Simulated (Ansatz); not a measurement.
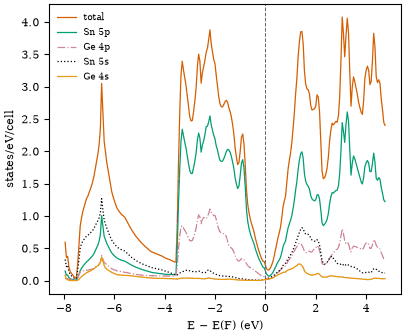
Figure: Total and projected density of states of Sn$_{3}$Ge in space group P-4m2 (No. 115; Ge on 1a, Sn on 2g, Sn on 1c), PBEsol in the plane-wave PAW code Ansatz

**Question.** Which orbitals carry the states next to the Fermi level?

**Answer.** Within 0.5 eV of the Fermi level: Sn 5p 62 %, Ge 4p 20 %, Sn 5s 10 %, Ge 4s 6 %. Projections are on Löwdin-orthogonalised atomic valence shells; empty p or d shells of many metals are not among them.

**Question.** Where is the tallest occupied peak in this window, and what makes it?

**Answer.** Near -2.2 eV, about 3.9 states/eV per cell; the largest projected share is Sn 5p.

The start of the workflow was typed in or built on a structure type; neither database checked (COD, Materials Project) lists it. Whether it is the stable phase at ambient conditions was not checked. The PBEsol relaxation kept the symmetry of its start; whether a distortion lowers the energy is not shown. Scalar-relativistic: spin–orbit coupling is off unless named, which matters more the heavier the elements.

Potentials: the earlier of the program's two PAW sets. The files were generated under PBE; for other functionals the program regenerates the frozen cores, and for LDA and PBEsol the local potential too.
